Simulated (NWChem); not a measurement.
## Single-point calculation of BN2H5 (charge −1) (part 2 of 3)

BN2H5, charge −1, multiplicity 2; MP2/6-311+G**, UHF (NWChem 7.3.0). The geometry is that of the parent species in another charge or spin state. The geometry comes from this level: PBE0-D4/def2-TZVP.

Geometry of the input (Å):
```
N  -0.9710  0.5165  -0.5811
B  0.1942  0.3866  0.2005
N  0.8482  -0.8452  0.4014
H  -1.4268  -0.2445  -1.0534
H  -1.4239  1.4009  -0.7137
H  0.6497  1.3686  0.7180
H  1.6767  -0.9198  0.9609
H  0.5450  -1.7203  0.0116
```

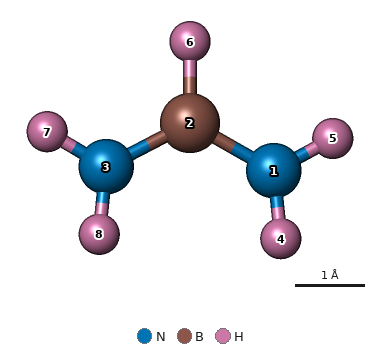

**Figure 1.** The structure as given in the input (ball-and-stick view, seen at a tilt; atoms are numbered from 1 in the order of the input).

### What the program printed, continued
```
 Vector   11  Occ=1.000000D+00  E=-3.097801D-01
              MO Center= -2.5D-02, -8.5D-02, -4.8D-02, r^2= 2.3D+00
   Bfn.  Coefficient  Atom+Function         Bfn.  Coefficient  Atom+Function
  ----- ------------  ---------------      ----- ------------  ---------------
     9      0.209699  1 N  pz                53      0.209702  3 N  pz
    13      0.208335  1 N  pz                57      0.208336  3 N  pz

 Vector   12  Occ=1.000000D+00  E=-2.268822D-01
              MO Center= -5.6D-02, -1.5D-01, -8.3D-02, r^2= 2.6D+00
   Bfn.  Coefficient  Atom+Function         Bfn.  Coefficient  Atom+Function
  ----- ------------  ---------------      ----- ------------  ---------------
    13      0.252853  1 N  pz                57     -0.252827  3 N  pz
     9      0.237593  1 N  pz                53     -0.237572  3 N  pz
    11     -0.175382  1 N  px                55      0.175398  3 N  px
     7     -0.164796  1 N  px                51      0.164812  3 N  px

 Vector   13  Occ=1.000000D+00  E= 5.250747D-02
              MO Center= -5.4D-01, -1.2D+00, -6.3D-01, r^2= 1.2D+01
   Bfn.  Coefficient  Atom+Function         Bfn.  Coefficient  Atom+Function
  ----- ------------  ---------------      ----- ------------  ---------------
    36      3.177992  2 B  s                 14     -2.730842  1 N  s
    58     -2.731337  3 N  s                 32      1.456609  2 B  s
    38     -1.064786  2 B  py                34     -0.633136  2 B  py
    39     -0.560924  2 B  pz                37     -0.493809  2 B  px
    69      0.489873  4 H  s                 93      0.489863  8 H  s

 Vector   14  Occ=0.000000D+00  E= 1.611776D-01
              MO Center=  2.6D-01,  5.3D-01,  2.8D-01, r^2= 1.9D+01
   Bfn.  Coefficient  Atom+Function         Bfn.  Coefficient  Atom+Function
  ----- ------------  ---------------      ----- ------------  ---------------
    14      2.678628  1 N  s                 58     -2.678067  3 N  s
    37      1.815226  2 B  px                38     -1.358487  2 B  py
    16      1.033754  1 N  py                39      0.980409  2 B  pz
    75     -0.819822  5 H  s                 87      0.819665  7 H  s
    60     -0.687548  3 N  py                33      0.637433  2 B  px

 Vector   15  Occ=0.000000D+00  E= 1.715910D-01
              MO Center=  1.1D+00,  2.2D+00,  1.2D+00, r^2= 1.1D+01
   Bfn.  Coefficient  Atom+Function         Bfn.  Coefficient  Atom+Function
  ----- ------------  ---------------      ----- ------------  ---------------
    38      1.443664  2 B  py                81     -1.047288  6 H  s
    36      0.925777  2 B  s                 16     -0.833646  1 N  py
    39      0.760742  2 B  pz                60     -0.721731  3 N  py
    37      0.669490  2 B  px                32      0.648254  2 B  s
    69     -0.568577  4 H  s                 93     -0.568717  8 H  s

 Vector   16  Occ=0.000000D+00  E= 1.807061D-01
              MO Center=  3.8D-01,  7.8D-01,  4.1D-01, r^2= 1.5D+01
   Bfn.  Coefficient  Atom+Function         Bfn.  Coefficient  Atom+Function
  ----- ------------  ---------------      ----- ------------  ---------------
    39      1.315215  2 B  pz                37     -0.912356  2 B  px
    17     -0.350556  1 N  pz                61     -0.350560  3 N  pz
    38     -0.269892  2 B  py                15      0.243235  1 N  px
    59      0.243203  3 N  px                35     -0.153159  2 B  pz

 Vector   17  Occ=0.000000D+00  E= 2.783775D-01
              MO Center=  2.4D-03, -2.7D-02, -1.7D-02, r^2= 1.3D+01
   Bfn.  Coefficient  Atom+Function         Bfn.  Coefficient  Atom+Function
  ----- ------------  ---------------      ----- ------------  ---------------
    60      2.244271  3 N  py                15     -1.688952  1 N  px
    69     -1.388089  4 H  s                 93      1.388785  8 H  s
    17     -1.327002  1 N  pz                33     -1.099047  2 B  px
    34      0.822294  2 B  py                16     -0.757765  1 N  py
    35     -0.593617  2 B  pz                37      0.452474  2 B  px

 Vector   18  Occ=0.000000D+00  E= 2.944130D-01
              MO Center= -2.3D-01, -5.3D-01, -2.8D-01, r^2= 1.2D+01
   Bfn.  Coefficient  Atom+Function         Bfn.  Coefficient  Atom+Function
  ----- ------------  ---------------      ----- ------------  ---------------
    14      1.661449  1 N  s                 58      1.660900  3 N  s
    16      1.412521  1 N  py                59      1.399264  3 N  px
    75     -1.323253  5 H  s                 87     -1.322158  7 H  s
    36     -1.288142  2 B  s                 34     -1.063959  2 B  py
    81      0.936662  6 H  s                 61      0.909751  3 N  pz

 Vector   19  Occ=0.000000D+00  E= 3.253795D-01
              MO Center=  5.2D-02,  8.0D-02,  3.9D-02, r^2= 1.3D+01
   Bfn.  Coefficient  Atom+Function         Bfn.  Coefficient  Atom+Function
  ----- ------------  ---------------      ----- ------------  ---------------
    60      2.273054  3 N  py                16      2.125115  1 N  py
    32     -1.654317  2 B  s                 38     -1.631823  2 B  py
    36      1.582748  2 B  s                 69      1.553908  4 H  s
    93      1.555320  8 H  s                 14     -1.533154  1 N  s
    58     -1.533105  3 N  s                 34     -1.254019  2 B  py

 Vector   20  Occ=0.000000D+00  E= 3.333608D-01
              MO Center= -2.5D-03, -3.7D-02, -2.3D-02, r^2= 6.8D+00
   Bfn.  Coefficient  Atom+Function         Bfn.  Coefficient  Atom+Function
  ----- ------------  ---------------      ----- ------------  ---------------
    35      1.173220  2 B  pz                17     -0.946373  1 N  pz
    61     -0.946597  3 N  pz                33     -0.813791  2 B  px
    15      0.656162  1 N  px                59      0.655999  3 N  px
    39      0.496881  2 B  pz                37     -0.344354  2 B  px
    34     -0.240982  2 B  py                16      0.194716  1 N  py

 Vector   21  Occ=0.000000D+00  E= 3.366295D-01
              MO Center= -1.1D-02, -5.8D-02, -3.3D-02, r^2= 1.5D+01
   Bfn.  Coefficient  Atom+Function         Bfn.  Coefficient  Atom+Function
  ----- ------------  ---------------      ----- ------------  ---------------
    16      4.312094  1 N  py                59     -3.764860  3 N  px
    61     -2.665659  3 N  pz                75     -2.456684  5 H  s
    87      2.456194  7 H  s                 37      2.157261  2 B  px
    15     -1.642413  1 N  px                38     -1.615334  2 B  py
    69      1.306844  4 H  s                 93     -1.305778  8 H  s

 Vector   22  Occ=0.000000D+00  E= 3.507069D-01
              MO Center= -6.1D-02, -1.6D-01, -8.9D-02, r^2= 1.0D+01
   Bfn.  Coefficient  Atom+Function         Bfn.  Coefficient  Atom+Function
  ----- ------------  ---------------      ----- ------------  ---------------
    17      1.021249  1 N  pz                61     -1.020792  3 N  pz
    15     -0.708056  1 N  px                59      0.708980  3 N  px
    13     -0.374673  1 N  pz                57      0.374628  3 N  pz
    11      0.259833  1 N  px                55     -0.259896  3 N  px
    16     -0.210153  1 N  py                60      0.209389  3 N  py

 Vector   23  Occ=0.000000D+00  E= 3.719886D-01
              MO Center= -1.9D-01, -4.5D-01, -2.4D-01, r^2= 1.0D+01
   Bfn.  Coefficient  Atom+Function         Bfn.  Coefficient  Atom+Function
  ----- ------------  ---------------      ----- ------------  ---------------
    14      5.106898  1 N  s                 58      5.107692  3 N  s
    32     -4.763048  2 B  s                 36     -3.586714  2 B  s
    34      1.769342  2 B  py                81     -1.282050  6 H  s
    15      0.938609  1 N  px                35      0.932429  2 B  pz
    59     -0.916417  3 N  px                38      0.905249  2 B  py

 Vector   24  Occ=0.000000D+00  E= 3.936010D-01
              MO Center=  2.3D-01,  4.6D-01,  2.4D-01, r^2= 8.2D+00
   Bfn.  Coefficient  Atom+Function         Bfn.  Coefficient  Atom+Function
  ----- ------------  ---------------      ----- ------------  ---------------
    14      4.789555  1 N  s                 58      4.791858  3 N  s
    81     -2.962945  6 H  s                 75     -2.262079  5 H  s
    87     -2.263259  7 H  s                 69     -1.768862  4 H  s
    93     -1.768353  8 H  s                 36     -1.589669  2 B  s
    34      1.580793  2 B  py                38      1.062408  2 B  py

 Vector   25  Occ=0.000000D+00  E= 4.080663D-01
              MO Center=  9.9D-02,  1.8D-01,  9.2D-02, r^2= 7.4D+00
   Bfn.  Coefficient  Atom+Function         Bfn.  Coefficient  Atom+Function
  ----- ------------  ---------------      ----- ------------  ---------------
    39      1.017670  2 B  pz                17     -0.887933  1 N  pz
    61     -0.888487  3 N  pz                37     -0.704900  2 B  px
    15      0.617368  1 N  px                59      0.616983  3 N  px
    13      0.490258  1 N  pz                57      0.490109  3 N  pz
    11     -0.340009  1 N  px                55     -0.340138  3 N  px

 Vector   26  Occ=0.000000D+00  E= 4.087637D-01
              MO Center= -7.7D-02, -2.0D-01, -1.1D-01, r^2= 9.3D+00
   Bfn.  Coefficient  Atom+Function         Bfn.  Coefficient  Atom+Function
  ----- ------------  ---------------      ----- ------------  ---------------
    14      6.975452  1 N  s                 58     -6.974770  3 N  s
    60     -1.728738  3 N  py                15      1.582825  1 N  px
    33      1.321965  2 B  px                75     -1.200921  5 H  s
    87      1.199373  7 H  s                 17      1.085951  1 N  pz
    34     -0.989336  2 B  py                37      0.915353  2 B  px

 Vector   27  Occ=0.000000D+00  E= 4.454993D-01
              MO Center=  3.6D-01,  7.6D-01,  3.9D-01, r^2= 8.1D+00
   Bfn.  Coefficient  Atom+Function         Bfn.  Coefficient  Atom+Function
  ----- ------------  ---------------      ----- ------------  ---------------
    14      4.683186  1 N  s                 58      4.639663  3 N  s
    32     -3.684338  2 B  s                 81      3.590232  6 H  s
    69     -2.713628  4 H  s                 93     -2.694985  8 H  s
    36     -2.334539  2 B  s                 75     -1.414733  5 H  s
    87     -1.406892  7 H  s                 34     -0.959563  2 B  py

 Vector   28  Occ=0.000000D+00  E= 4.482926D-01
              MO Center= -2.7D-01, -6.3D-01, -3.3D-01, r^2= 7.5D+00
   Bfn.  Coefficient  Atom+Function         Bfn.  Coefficient  Atom+Function
  ----- ------------  ---------------      ----- ------------  ---------------
    14      7.710769  1 N  s                 58     -7.736795  3 N  s
    69     -3.428518  4 H  s                 93      3.441455  8 H  s
    33      1.598040  2 B  px                87      1.507752  7 H  s
    75     -1.497827  5 H  s                 34     -1.192056  2 B  py
    35      0.863975  2 B  pz                10      0.850456  1 N  s

 Vector   29  Occ=0.000000D+00  E= 4.919766D-01
              MO Center=  5.2D-02,  7.8D-02,  3.8D-02, r^2= 8.9D+00
   Bfn.  Coefficient  Atom+Function         Bfn.  Coefficient  Atom+Function
  ----- ------------  ---------------      ----- ------------  ---------------
    69      3.142825  4 H  s                 93      3.145869  8 H  s
    75     -3.072384  5 H  s                 87     -3.072138  7 H  s
    32     -2.903304  2 B  s                 16      2.704560  1 N  py
    59      1.703031  3 N  px                60      1.678823  3 N  py
    61      1.525755  3 N  pz                14      1.321240  1 N  s

 Vector   30  Occ=0.000000D+00  E= 5.194846D-01
              MO Center=  1.1D-01,  2.0D-01,  1.0D-01, r^2= 9.4D+00
   Bfn.  Coefficient  Atom+Function         Bfn.  Coefficient  Atom+Function
  ----- ------------  ---------------      ----- ------------  ---------------
    75      4.937541  5 H  s                 87     -4.935605  7 H  s
    16     -4.265388  1 N  py                59      4.252804  3 N  px
    61      2.755161  3 N  pz                15      2.716239  1 N  px
    14      2.385962  1 N  s                 58     -2.388240  3 N  s
    33      1.841829  2 B  px                34     -1.378508  2 B  py

                     UHF Final Beta Molecular Orbital Analysis
                     -----------------------------------------

 Vector    3  Occ=1.000000D+00  E=-7.441982D+00
              MO Center=  1.9D-01,  3.9D-01,  2.0D-01, r^2= 4.0D-02
   Bfn.  Coefficient  Atom+Function         Bfn.  Coefficient  Atom+Function
  ----- ------------  ---------------      ----- ------------  ---------------
    23      0.578406  2 B  s                 24      0.457082  2 B  s

 Vector    4  Occ=1.000000D+00  E=-1.010577D+00
              MO Center= -5.8D-02, -1.6D-01, -8.6D-02, r^2= 2.2D+00
   Bfn.  Coefficient  Atom+Function         Bfn.  Coefficient  Atom+Function
  ----- ------------  ---------------      ----- ------------  ---------------
     6      0.330939  1 N  s                 50      0.331055  3 N  s
    10      0.243293  1 N  s                 54      0.243372  3 N  s
    28      0.163840  2 B  s

 Vector    5  Occ=1.000000D+00  E=-9.720254D-01
              MO Center= -5.9D-02, -1.6D-01, -8.7D-02, r^2= 2.5D+00
   Bfn.  Coefficient  Atom+Function         Bfn.  Coefficient  Atom+Function
  ----- ------------  ---------------      ----- ------------  ---------------
     6      0.341627  1 N  s                 50     -0.341514  3 N  s
    10      0.247514  1 N  s                 54     -0.247426  3 N  s

 Vector    6  Occ=1.000000D+00  E=-5.667328D-01
              MO Center=  3.2D-02,  3.8D-02,  1.7D-02, r^2= 2.4D+00
   Bfn.  Coefficient  Atom+Function         Bfn.  Coefficient  Atom+Function
  ----- ------------  ---------------      ----- ------------  ---------------
    28      0.327136  2 B  s                 52      0.179345  3 N  py
     7      0.175016  1 N  px

 Vector    7  Occ=1.000000D+00  E=-5.359584D-01
              MO Center= -2.5D-02, -8.8D-02, -4.9D-02, r^2= 2.9D+00
   Bfn.  Coefficient  Atom+Function         Bfn.  Coefficient  Atom+Function
  ----- ------------  ---------------      ----- ------------  ---------------
     8      0.209285  1 N  py                51      0.153889  3 N  px

 Vector    8  Occ=1.000000D+00  E=-5.037864D-01
              MO Center= -1.3D-01, -3.2D-01, -1.7D-01, r^2= 2.6D+00
   Bfn.  Coefficient  Atom+Function         Bfn.  Coefficient  Atom+Function
  ----- ------------  ---------------      ----- ------------  ---------------
    52     -0.195650  3 N  py                 8      0.189882  1 N  py
    68     -0.165384  4 H  s                 92      0.165216  8 H  s

 Vector    9  Occ=1.000000D+00  E=-4.422878D-01
              MO Center=  1.5D-02, -1.3D-03, -3.7D-03, r^2= 2.6D+00
   Bfn.  Coefficient  Atom+Function         Bfn.  Coefficient  Atom+Function
  ----- ------------  ---------------      ----- ------------  ---------------
     7      0.184815  1 N  px                51      0.178260  3 N  px
    74     -0.162205  5 H  s                 86      0.162245  7 H  s

 Vector   10  Occ=1.000000D+00  E=-3.436526D-01
              MO Center=  3.8D-01,  7.8D-01,  4.1D-01, r^2= 1.9D+00
   Bfn.  Coefficient  Atom+Function         Bfn.  Coefficient  Atom+Function
  ----- ------------  ---------------      ----- ------------  ---------------
    80      0.291570  6 H  s                 81      0.208365  6 H  s
    30      0.178057  2 B  py                79      0.169974  6 H  s
```
